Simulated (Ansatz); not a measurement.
# BH− (doublet): wB97M-V, HSE06 over a scan of the distance B1–H2, aug-cc-pVDZ

How well do these functionals follow the top wave-function level for BH− (doublet) over a scan of the distance B1–H2?

Method: aug-cc-pVDZ, all electrons in the functionals; program: Ansatz 0.2.0, Gaussian basis.

The runs, in order: wB97M-V, HSE06, at 1.005 Å; 1.141 Å; 1.263 Å; 1.381 Å; 1.531 Å; 1.720 Å; 2.024 Å; 2.354 Å; 2.846 Å; 3.444 Å; 4.267 Å.

17 further runs of the same task are left out: 14 that didn't finish, 3 set aside as unsound or not needed.

### 1 The geometry

The geometry derives from a PBE0/def2-TZVPD stationary point (not a proven minimum). One bond is set to the value named and the two fragments are kept rigid.

2 atoms, charge -1, spin multiplicity 2.

Atoms are counted from 1 here; the program's logs count them from 0.

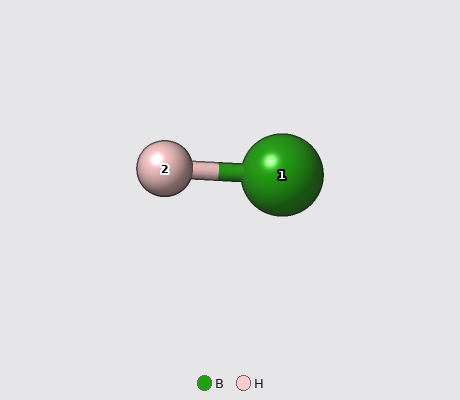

The geometry (boron green, hydrogen pink); atoms are numbered from 1 in the order of the file.

No dispersion term is added; wB97M-V holds VV10 nonlocal correlation. HSE06 is the plane-wave form.

The geometry shown and the zero of energy belong to the point 1.263 Å. The yardstick, FCI, and other wave-function levels (R restricted, U unrestricted, valence and pair active spaces) come from earlier runs.

### 2 wB97M-V, 1.005 Å

File in.yaml:

```yaml
crystal:
  periodic: [false, false, false]
  atoms:
    - {symbol: B, position_ang: [0.000000, 0.000000, 0.000000]}
    - {symbol: H, position_ang: [0.000000, 0.000000, 1.005000]}
basis:
  gaussian: {orbitals: aug-cc-pVDZ}
total_charge: -1
magnetization: {spin_polarized: true, initial_magnetization: 1}
hamiltonian: {xc: {name: wB97M-V}}
output: {orbitals: {seedname: orbitals}}
```

Started as:

```bash
$ ansatz run in.yaml --threads 1 --pin off --events-out ev --progress --plain --max-ram 2393MiB
```

What it wrote, shortened:

```text
Functional definition: wB97M-V
  name "wB97M-V"
  cite "Mardirossian & Head-Gordon, J. Chem. Phys. 144, 214110 (2016) doi:10.1063/1.4952647"
  cite "Becke, J. Chem. Phys. 107, 8554 (1997) doi:10.1063/1.475007"
  cite "Vydrov & Van Voorhis, J. Chem. Phys. 133, 244103 (2010) doi:10.1063/1.3521275"
  # Of w^i u^j: cxij and so on, Table III.
[...]
  gx(w, u) = 1 - cx + cx01*u + cx10*w
  gss(w, u) = css00 + css04*u^4 + css10*w + css20*w^2 + css43*w^4*u^3
  gos(w, u) = cos00 + cos10*w + (cos20 + cos21*u)*w^2 + (cos60 + cos61*u)*w^6
[...]
      + integral(e_c_pw_mod_opposite_spin*gos(b97_w_opposite, b97_u_opposite)) + vv10(b, c)
259 factors; their error is unknown
158 factors; integrals over basis functions are off by at most 5.9e-6 eV
[...]
a density is far from that of the atoms, so the factors are made again for it
317 factors; integrals over basis functions are off by at most 1.1e-3 eV
158 factors; integrals over basis functions are off by at most 4.1e-6 eV
[...]
mean field -687.00135835 eV, -25.2468342530 hartree, gradient 8.1e-6 eV, S^2 0.752132; 0 other end points of the search recorded, 0 dependent functions left out
reference -687.00138737 eV, -25.2468353194 hartree; 4, 3 occupied and 28, 29 virtual orbitals, 317 factors
Total energy: -687.00138737 eV, -25.2468353194 hartree
```

It took 6 s on 1 thread of Arm Neoverse N1, shared host.

From the report: ⟨S²⟩ of the determinant 0.752 (pure doublet: 0.75).

### 3 wB97M-V, 1.141 Å

File in.yaml:

```yaml
crystal:
  periodic: [false, false, false]
  atoms:
    - {symbol: B, position_ang: [0.000000, 0.000000, 0.000000]}
    - {symbol: H, position_ang: [0.000000, 0.000000, 1.141000]}
basis:
  gaussian: {orbitals: aug-cc-pVDZ}
total_charge: -1
magnetization: {spin_polarized: true, initial_magnetization: 1}
hamiltonian: {xc: {name: wB97M-V}}
output: {forces: true, orbitals: {seedname: orbitals}}
```

Same command.

What it wrote, shortened:

```text
Functional definition: wB97M-V
  name "wB97M-V"
  cite "Mardirossian & Head-Gordon, J. Chem. Phys. 144, 214110 (2016) doi:10.1063/1.4952647"
  cite "Becke, J. Chem. Phys. 107, 8554 (1997) doi:10.1063/1.475007"
  cite "Vydrov & Van Voorhis, J. Chem. Phys. 133, 244103 (2010) doi:10.1063/1.3521275"
  # Of w^i u^j: cxij and so on, Table III.
[...]
  gx(w, u) = 1 - cx + cx01*u + cx10*w
  gss(w, u) = css00 + css04*u^4 + css10*w + css20*w^2 + css43*w^4*u^3
  gos(w, u) = cos00 + cos10*w + (cos20 + cos21*u)*w^2 + (cos60 + cos61*u)*w^6
[...]
      + integral(e_c_pw_mod_opposite_spin*gos(b97_w_opposite, b97_u_opposite)) + vv10(b, c)
259 factors; their error is unknown
158 factors; integrals over basis functions are off by at most 7.6e-6 eV
[...]
mean field -687.72491267 eV, -25.2734243838 hartree, gradient 5.2e-5 eV, S^2 0.752041; 3 other end points of the search recorded, 0 dependent functions left out
[...]
reference -687.72494096 eV, -25.2734254237 hartree; 4, 3 occupied and 28, 29 virtual orbitals, 259 factors
Total energy: -687.72494096 eV, -25.2734254237 hartree
Atom 0 at     0.000000     0.000000     0.000000 Å, force     0.000000     0.000000    -2.697252 eV/Å
Atom 1 at     0.000000     0.000000     1.141000 Å, force    -0.000000    -0.000000     2.697252 eV/Å
Dipole moment:     0.000000    -0.000000     0.576523 e Å
```

It took 3.4 s on 1 thread of Arm Neoverse N1, shared host.

From the report: ⟨S²⟩ of the determinant 0.752 (pure doublet: 0.75).

### 4 wB97M-V, 1.263 Å

Changes to in.yaml since step 3:

```diff
@@ -4,3 +4,3 @@
     - {symbol: B, position_ang: [0.000000, 0.000000, 0.000000]}
-    - {symbol: H, position_ang: [0.000000, 0.000000, 1.141000]}
+    - {symbol: H, position_ang: [0.000000, 0.000000, 1.262771]}
 basis:
```

Launched as before.

What it wrote, shortened:

```text
Functional definition: wB97M-V
  name "wB97M-V"
  cite "Mardirossian & Head-Gordon, J. Chem. Phys. 144, 214110 (2016) doi:10.1063/1.4952647"
  cite "Becke, J. Chem. Phys. 107, 8554 (1997) doi:10.1063/1.475007"
  cite "Vydrov & Van Voorhis, J. Chem. Phys. 133, 244103 (2010) doi:10.1063/1.3521275"
  # Of w^i u^j: cxij and so on, Table III.
[...]
  gx(w, u) = 1 - cx + cx01*u + cx10*w
  gss(w, u) = css00 + css04*u^4 + css10*w + css20*w^2 + css43*w^4*u^3
  gos(w, u) = cos00 + cos10*w + (cos20 + cos21*u)*w^2 + (cos60 + cos61*u)*w^6
[...]
      + integral(e_c_pw_mod_opposite_spin*gos(b97_w_opposite, b97_u_opposite)) + vv10(b, c)
259 factors; their error is unknown
158 factors; integrals over basis functions are off by at most 7.2e-6 eV
[...]
mean field -687.87104792 eV, -25.2787947554 hartree, gradient 4.0e-5 eV, S^2 0.751991; 2 other end points of the search recorded, 0 dependent functions left out
[...]
reference -687.87107617 eV, -25.2787957935 hartree; 4, 3 occupied and 28, 29 virtual orbitals, 259 factors
Total energy: -687.87107617 eV, -25.2787957935 hartree
Atom 0 at     0.000000     0.000000     0.000000 Å, force    -0.000000    -0.000000     0.004178 eV/Å
Atom 1 at     0.000000     0.000000     1.262771 Å, force    -0.000000     0.000000    -0.004178 eV/Å
Dipole moment:    -0.000000     0.000000     0.477248 e Å
```

Run time: 3.2 s. Hardware: 1 thread of Arm Neoverse N1, shared host.

From the report: ⟨S²⟩ of the determinant 0.752 (pure doublet: 0.75).

### 5 wB97M-V, 1.381 Å

Changes to in.yaml since step 4:

```diff
@@ -4,3 +4,3 @@
     - {symbol: B, position_ang: [0.000000, 0.000000, 0.000000]}
-    - {symbol: H, position_ang: [0.000000, 0.000000, 1.262771]}
+    - {symbol: H, position_ang: [0.000000, 0.000000, 1.381000]}
 basis:
```

Same command.

What it wrote, shortened:

```text
Functional definition: wB97M-V
  name "wB97M-V"
  cite "Mardirossian & Head-Gordon, J. Chem. Phys. 144, 214110 (2016) doi:10.1063/1.4952647"
  cite "Becke, J. Chem. Phys. 107, 8554 (1997) doi:10.1063/1.475007"
  cite "Vydrov & Van Voorhis, J. Chem. Phys. 133, 244103 (2010) doi:10.1063/1.3521275"
  # Of w^i u^j: cxij and so on, Table III.
[...]
  gx(w, u) = 1 - cx + cx01*u + cx10*w
  gss(w, u) = css00 + css04*u^4 + css10*w + css20*w^2 + css43*w^4*u^3
  gos(w, u) = cos00 + cos10*w + (cos20 + cos21*u)*w^2 + (cos60 + cos61*u)*w^6
[...]
      + integral(e_c_pw_mod_opposite_spin*gos(b97_w_opposite, b97_u_opposite)) + vv10(b, c)
259 factors; their error is unknown
158 factors; integrals over basis functions are off by at most 7.5e-6 eV
[...]
mean field -687.78271128 eV, -25.2755484437 hartree, gradient 4.4e-5 eV, S^2 0.752010; 3 other end points of the search recorded, 0 dependent functions left out
[...]
reference -687.78273965 eV, -25.2755494864 hartree; 4, 3 occupied and 28, 29 virtual orbitals, 259 factors
Total energy: -687.78273965 eV, -25.2755494864 hartree
Atom 0 at     0.000000     0.000000     0.000000 Å, force     0.000000     0.000000     1.332976 eV/Å
Atom 1 at     0.000000     0.000000     1.381000 Å, force    -0.000000    -0.000000    -1.332976 eV/Å
Dipole moment:    -0.000000     0.000000     0.363667 e Å
```

Run time: 2.9 s. Hardware: 1 thread of Arm Neoverse N1, shared host.

From the report: ⟨S²⟩ of the determinant 0.752 (pure doublet: 0.75).

From 1.263 Å: +2.0 kcal/mol.

### 6 wB97M-V, 1.531 Å

Changes to in.yaml since step 5:

```diff
@@ -4,3 +4,3 @@
     - {symbol: B, position_ang: [0.000000, 0.000000, 0.000000]}
-    - {symbol: H, position_ang: [0.000000, 0.000000, 1.381000]}
+    - {symbol: H, position_ang: [0.000000, 0.000000, 1.531000]}
 basis:
```

Same command.

What it wrote, shortened:

```text
Functional definition: wB97M-V
  name "wB97M-V"
  cite "Mardirossian & Head-Gordon, J. Chem. Phys. 144, 214110 (2016) doi:10.1063/1.4952647"
  cite "Becke, J. Chem. Phys. 107, 8554 (1997) doi:10.1063/1.475007"
  cite "Vydrov & Van Voorhis, J. Chem. Phys. 133, 244103 (2010) doi:10.1063/1.3521275"
  # Of w^i u^j: cxij and so on, Table III.
[...]
  gx(w, u) = 1 - cx + cx01*u + cx10*w
  gss(w, u) = css00 + css04*u^4 + css10*w + css20*w^2 + css43*w^4*u^3
  gos(w, u) = cos00 + cos10*w + (cos20 + cos21*u)*w^2 + (cos60 + cos61*u)*w^6
[...]
      + integral(e_c_pw_mod_opposite_spin*gos(b97_w_opposite, b97_u_opposite)) + vv10(b, c)
259 factors; their error is unknown
158 factors; integrals over basis functions are off by at most 7.9e-6 eV
[...]
mean field -687.52123473 eV, -25.2659393576 hartree, gradient 3.7e-5 eV, S^2 0.752237; 3 other end points of the search recorded, 0 dependent functions left out
[...]
reference -687.52126367 eV, -25.2659404211 hartree; 4, 3 occupied and 28, 29 virtual orbitals, 259 factors
Total energy: -687.52126367 eV, -25.2659404211 hartree
Atom 0 at     0.000000     0.000000     0.000000 Å, force     0.000000     0.000000     2.019593 eV/Å
Atom 1 at     0.000000     0.000000     1.531000 Å, force    -0.000000     0.000000    -2.019593 eV/Å
Dipole moment:    -0.000000     0.000000     0.199568 e Å
```

Run time: 2.7 s. Hardware: 1 thread of Arm Neoverse N1, shared host.

From the report: ⟨S²⟩ of the determinant 0.752 (pure doublet: 0.75).

From 1.263 Å: +8.1 kcal/mol.

### 7 wB97M-V, 1.720 Å

Changes to in.yaml since step 6:

```diff
@@ -4,3 +4,3 @@
     - {symbol: B, position_ang: [0.000000, 0.000000, 0.000000]}
-    - {symbol: H, position_ang: [0.000000, 0.000000, 1.531000]}
+    - {symbol: H, position_ang: [0.000000, 0.000000, 1.720000]}
 basis:
```

The command is unchanged.

What it wrote, shortened:

```text
Functional definition: wB97M-V
  name "wB97M-V"
  cite "Mardirossian & Head-Gordon, J. Chem. Phys. 144, 214110 (2016) doi:10.1063/1.4952647"
  cite "Becke, J. Chem. Phys. 107, 8554 (1997) doi:10.1063/1.475007"
  cite "Vydrov & Van Voorhis, J. Chem. Phys. 133, 244103 (2010) doi:10.1063/1.3521275"
  # Of w^i u^j: cxij and so on, Table III.
[...]
  gx(w, u) = 1 - cx + cx01*u + cx10*w
  gss(w, u) = css00 + css04*u^4 + css10*w + css20*w^2 + css43*w^4*u^3
  gos(w, u) = cos00 + cos10*w + (cos20 + cos21*u)*w^2 + (cos60 + cos61*u)*w^6
[...]
      + integral(e_c_pw_mod_opposite_spin*gos(b97_w_opposite, b97_u_opposite)) + vv10(b, c)
259 factors; their error is unknown
158 factors; integrals over basis functions are off by at most 6.9e-6 eV
[...]
mean field -687.12188713 eV, -25.2512636041 hartree, gradient 4.2e-5 eV, S^2 0.753270; 3 other end points of the search recorded, 0 dependent functions left out
[...]
reference -687.12191660 eV, -25.2512646872 hartree; 4, 3 occupied and 28, 29 virtual orbitals, 259 factors
Total energy: -687.12191660 eV, -25.2512646872 hartree
Atom 0 at     0.000000     0.000000     0.000000 Å, force    -0.000000     0.000000     2.116088 eV/Å
Atom 1 at     0.000000     0.000000     1.720000 Å, force     0.000000     0.000000    -2.116088 eV/Å
Dipole moment:    -0.000000    -0.000000    -0.031367 e Å
```

Wall time 2.9 s (1 thread of Arm Neoverse N1, shared host).

From the report: ⟨S²⟩ of the determinant 0.753 (pure doublet: 0.75).

From 1.263 Å: +17.3 kcal/mol.

### 8 wB97M-V, 2.024 Å

Changes to in.yaml since step 7:

```diff
@@ -4,3 +4,3 @@
     - {symbol: B, position_ang: [0.000000, 0.000000, 0.000000]}
-    - {symbol: H, position_ang: [0.000000, 0.000000, 1.720000]}
+    - {symbol: H, position_ang: [0.000000, 0.000000, 2.024000]}
 basis:
```

Same command.

What it wrote, shortened:

```text
Functional definition: wB97M-V
  name "wB97M-V"
  cite "Mardirossian & Head-Gordon, J. Chem. Phys. 144, 214110 (2016) doi:10.1063/1.4952647"
  cite "Becke, J. Chem. Phys. 107, 8554 (1997) doi:10.1063/1.475007"
  cite "Vydrov & Van Voorhis, J. Chem. Phys. 133, 244103 (2010) doi:10.1063/1.3521275"
  # Of w^i u^j: cxij and so on, Table III.
[...]
  gx(w, u) = 1 - cx + cx01*u + cx10*w
  gss(w, u) = css00 + css04*u^4 + css10*w + css20*w^2 + css43*w^4*u^3
  gos(w, u) = cos00 + cos10*w + (cos20 + cos21*u)*w^2 + (cos60 + cos61*u)*w^6
[...]
      + integral(e_c_pw_mod_opposite_spin*gos(b97_w_opposite, b97_u_opposite)) + vv10(b, c)
259 factors; their error is unknown
158 factors; integrals over basis functions are off by at most 1.4e-5 eV
[...]
mean field -686.53608452 eV, -25.2297357551 hartree, gradient 6.1e-5 eV, S^2 0.758232; 1 other end points of the search recorded, 0 dependent functions left out
[...]
reference -686.53611517 eV, -25.2297368815 hartree; 4, 3 occupied and 28, 29 virtual orbitals, 259 factors
Total energy: -686.53611517 eV, -25.2297368815 hartree
Atom 0 at     0.000000     0.000000     0.000000 Å, force     0.000000     0.000000     1.693212 eV/Å
Atom 1 at     0.000000     0.000000     2.024000 Å, force     0.000000    -0.000000    -1.693212 eV/Å
Dipole moment:    -0.000000     0.000000    -0.432599 e Å
```

Wall time 2.8 s (1 thread of Arm Neoverse N1, shared host).

From the report: ⟨S²⟩ of the determinant 0.758 (pure doublet: 0.75).

From 1.263 Å: +30.8 kcal/mol.

### 9 wB97M-V, 2.354 Å

File in.yaml:

```yaml
crystal:
  periodic: [false, false, false]
  atoms:
    - {symbol: B, position_ang: [0.000000, 0.000000, 0.000000]}
    - {symbol: H, position_ang: [0.000000, 0.000000, 2.354000]}
basis:
  gaussian: {orbitals: aug-cc-pVDZ}
total_charge: -1
magnetization: {spin_polarized: true, initial_magnetization: 1}
hamiltonian: {xc: {name: wB97M-V}}
output: {orbitals: {seedname: orbitals}}
```

Launched as before.

What it wrote, shortened:

```text
Functional definition: wB97M-V
  name "wB97M-V"
  cite "Mardirossian & Head-Gordon, J. Chem. Phys. 144, 214110 (2016) doi:10.1063/1.4952647"
  cite "Becke, J. Chem. Phys. 107, 8554 (1997) doi:10.1063/1.475007"
  cite "Vydrov & Van Voorhis, J. Chem. Phys. 133, 244103 (2010) doi:10.1063/1.3521275"
  # Of w^i u^j: cxij and so on, Table III.
[...]
  gx(w, u) = 1 - cx + cx01*u + cx10*w
  gss(w, u) = css00 + css04*u^4 + css10*w + css20*w^2 + css43*w^4*u^3
  gos(w, u) = cos00 + cos10*w + (cos20 + cos21*u)*w^2 + (cos60 + cos61*u)*w^6
[...]
      + integral(e_c_pw_mod_opposite_spin*gos(b97_w_opposite, b97_u_opposite)) + vv10(b, c)
259 factors; their error is unknown
158 factors; integrals over basis functions are off by at most 3.1e-5 eV
[...]
mean field -686.06225235 eV, -25.2123227440 hartree, gradient 5.4e-5 eV, S^2 0.767395; 3 other end points of the search recorded, 0 dependent functions left out
reference -686.06228463 eV, -25.2123239304 hartree; 4, 3 occupied and 28, 29 virtual orbitals, 259 factors
Total energy: -686.06228463 eV, -25.2123239304 hartree
```

Wall time 2.9 s (1 thread of Arm Neoverse N1, shared host).

From the report: ⟨S²⟩ of the determinant 0.767 (pure doublet: 0.75).

From 1.263 Å: +41.7 kcal/mol.

### 10 wB97M-V, 2.846 Å

Changes to in.yaml since step 9:

```diff
@@ -4,3 +4,3 @@
     - {symbol: B, position_ang: [0.000000, 0.000000, 0.000000]}
-    - {symbol: H, position_ang: [0.000000, 0.000000, 2.354000]}
+    - {symbol: H, position_ang: [0.000000, 0.000000, 2.846000]}
 basis:
```

Launched as before.

What it wrote, shortened:

```text
Functional definition: wB97M-V
  name "wB97M-V"
  cite "Mardirossian & Head-Gordon, J. Chem. Phys. 144, 214110 (2016) doi:10.1063/1.4952647"
  cite "Becke, J. Chem. Phys. 107, 8554 (1997) doi:10.1063/1.475007"
  cite "Vydrov & Van Voorhis, J. Chem. Phys. 133, 244103 (2010) doi:10.1063/1.3521275"
  # Of w^i u^j: cxij and so on, Table III.
[...]
  gx(w, u) = 1 - cx + cx01*u + cx10*w
  gss(w, u) = css00 + css04*u^4 + css10*w + css20*w^2 + css43*w^4*u^3
  gos(w, u) = cos00 + cos10*w + (cos20 + cos21*u)*w^2 + (cos60 + cos61*u)*w^6
[...]
      + integral(e_c_pw_mod_opposite_spin*gos(b97_w_opposite, b97_u_opposite)) + vv10(b, c)
259 factors; their error is unknown
158 factors; integrals over basis functions are off by at most 4.5e-5 eV
[...]
mean field -685.60553856 eV, -25.1955388220 hartree, gradient 4.1e-5 eV, S^2 0.784482; 4 other end points of the search recorded, 0 dependent functions left out
reference -685.60557325 eV, -25.1955400966 hartree; 4, 3 occupied and 28, 29 virtual orbitals, 259 factors
Total energy: -685.60557325 eV, -25.1955400966 hartree
```

Wall time 4.7 s (1 thread of Arm Neoverse N1, shared host).

From the report: ⟨S²⟩ of the determinant 0.784 (pure doublet: 0.75).

From 1.263 Å: +52.2 kcal/mol.

### 11 wB97M-V, 3.444 Å

File in.yaml:

```yaml
crystal:
  periodic: [false, false, false]
  atoms:
    - {symbol: B, position_ang: [0.000000, 0.000000, 0.000000]}
    - {symbol: H, position_ang: [0.000000, 0.000000, 3.444000]}
basis:
  gaussian: {orbitals: aug-cc-pVDZ}
total_charge: -1
magnetization: {spin_polarized: true, initial_magnetization: 1}
hamiltonian: {xc: {name: wB97M-V}}
output: {forces: true, orbitals: {seedname: orbitals}}
```

Launched as before.

What it wrote, shortened:

```text
Functional definition: wB97M-V
  name "wB97M-V"
  cite "Mardirossian & Head-Gordon, J. Chem. Phys. 144, 214110 (2016) doi:10.1063/1.4952647"
  cite "Becke, J. Chem. Phys. 107, 8554 (1997) doi:10.1063/1.475007"
  cite "Vydrov & Van Voorhis, J. Chem. Phys. 133, 244103 (2010) doi:10.1063/1.3521275"
  # Of w^i u^j: cxij and so on, Table III.
[...]
  gx(w, u) = 1 - cx + cx01*u + cx10*w
  gss(w, u) = css00 + css04*u^4 + css10*w + css20*w^2 + css43*w^4*u^3
  gos(w, u) = cos00 + cos10*w + (cos20 + cos21*u)*w^2 + (cos60 + cos61*u)*w^6
[...]
      + integral(e_c_pw_mod_opposite_spin*gos(b97_w_opposite, b97_u_opposite)) + vv10(b, c)
259 factors; their error is unknown
158 factors; integrals over basis functions are off by at most 5.3e-5 eV
[...]
mean field -685.29015264 eV, -25.1839486032 hartree, gradient 2.5e-5 eV, S^2 0.793253; 4 other end points of the search recorded, 0 dependent functions left out
[...]
reference -685.29019075 eV, -25.1839500038 hartree; 4, 3 occupied and 28, 29 virtual orbitals, 259 factors
Total energy: -685.29019075 eV, -25.1839500038 hartree
Atom 0 at     0.000000     0.000000     0.000000 Å, force     0.000000     0.000000     0.386712 eV/Å
Atom 1 at     0.000000     0.000000     3.444000 Å, force     0.000000     0.000000    -0.386712 eV/Å
Dipole moment:    -0.000000     0.000000    -2.113929 e Å
```

Run time: 4.8 s. Hardware: 1 thread of Arm Neoverse N1, shared host.

From the report: ⟨S²⟩ of the determinant 0.793 (pure doublet: 0.75).

From 1.263 Å: +59.5 kcal/mol.

### 12 wB97M-V, 4.267 Å

File in.yaml:

```yaml
crystal:
  periodic: [false, false, false]
  atoms:
    - {symbol: B, position_ang: [0.000000, 0.000000, 0.000000]}
    - {symbol: H, position_ang: [0.000000, 0.000000, 4.267000]}
basis:
  gaussian: {orbitals: aug-cc-pVDZ}
total_charge: -1
magnetization: {spin_polarized: true, initial_magnetization: 1}
hamiltonian: {xc: {name: wB97M-V}}
output: {orbitals: {seedname: orbitals}}
```

Launched as before.

What it wrote, shortened:

```text
Functional definition: wB97M-V
  name "wB97M-V"
  cite "Mardirossian & Head-Gordon, J. Chem. Phys. 144, 214110 (2016) doi:10.1063/1.4952647"
  cite "Becke, J. Chem. Phys. 107, 8554 (1997) doi:10.1063/1.475007"
  cite "Vydrov & Van Voorhis, J. Chem. Phys. 133, 244103 (2010) doi:10.1063/1.3521275"
  # Of w^i u^j: cxij and so on, Table III.
[...]
  gx(w, u) = 1 - cx + cx01*u + cx10*w
  gss(w, u) = css00 + css04*u^4 + css10*w + css20*w^2 + css43*w^4*u^3
  gos(w, u) = cos00 + cos10*w + (cos20 + cos21*u)*w^2 + (cos60 + cos61*u)*w^6
[...]
      + integral(e_c_pw_mod_opposite_spin*gos(b97_w_opposite, b97_u_opposite)) + vv10(b, c)
259 factors; their error is unknown
158 factors; integrals over basis functions are off by at most 6.3e-5 eV
[...]
mean field -685.07073374 eV, -25.1758851074 hartree, gradient 6.9e-6 eV, S^2 0.769706; 4 other end points of the search recorded, 0 dependent functions left out
reference -685.07077721 eV, -25.1758867049 hartree; 4, 3 occupied and 28, 29 virtual orbitals, 259 factors
Total energy: -685.07077721 eV, -25.1758867049 hartree
```

Run time: 5 s. Hardware: 1 thread of Arm Neoverse N1, shared host.

From the report: ⟨S²⟩ of the determinant 0.770 (pure doublet: 0.75).

From 1.263 Å: +64.6 kcal/mol.

### 13 HSE06, 1.005 Å

File in.yaml:

```yaml
crystal:
  periodic: [false, false, false]
  atoms:
    - {symbol: B, position_ang: [0.000000, 0.000000, 0.000000]}
    - {symbol: H, position_ang: [0.000000, 0.000000, 1.005000]}
basis:
  gaussian: {orbitals: aug-cc-pVDZ}
total_charge: -1
magnetization: {spin_polarized: true, initial_magnetization: 1}
hamiltonian: {xc: {name: HSE06}}
```

The command is unchanged.

What it wrote, shortened:

```text
Functional definition: HSE06
  name "HSE06"
  cite "Heyd, Scuseria & Ernzerhof, J. Chem. Phys. 118, 8207 (2003) doi:10.1063/1.1564060"
  cite "Krukau, Vydrov, Izmaylov & Scuseria, J. Chem. Phys. 125, 224106 (2006) doi:10.1063/1.2404663"
  cite "Heyd & Scuseria, J. Chem. Phys. 120, 7274 (2004) doi:10.1063/1.1668634"
  cite "Ernzerhof & Perdew, J. Chem. Phys. 109, 3313 (1998) doi:10.1063/1.476928"
  cite "Perdew, Burke & Ernzerhof, Phys. Rev. Lett. 77, 3865 (1996) doi:10.1103/PhysRevLett.77.3865"
  parent pbe
[...]
  # The whole range is PBE's own exchange, as in plane waves. The composition of these papers is wPBEh.
[...]
259 factors; their error is unknown
67 factors; integrals over basis functions are off by at most 2.7e-6 eV
[...]
mean field -686.30021423 eV, -25.2210676819 hartree, gradient 6.3e-6 eV, S^2 0.922610; 10 other end points of the search recorded, 0 dependent functions left out
reference -686.30024738 eV, -25.2210689002 hartree; 4, 3 occupied and 28, 29 virtual orbitals, 259 factors
Total energy: -686.30024738 eV, -25.2210689002 hartree
```

Wall time 3.6 s (1 thread of Arm Neoverse N1, shared host).

From the report: ⟨S²⟩ of the determinant 0.923 (pure doublet: 0.75).

[end of part 1 of 2]
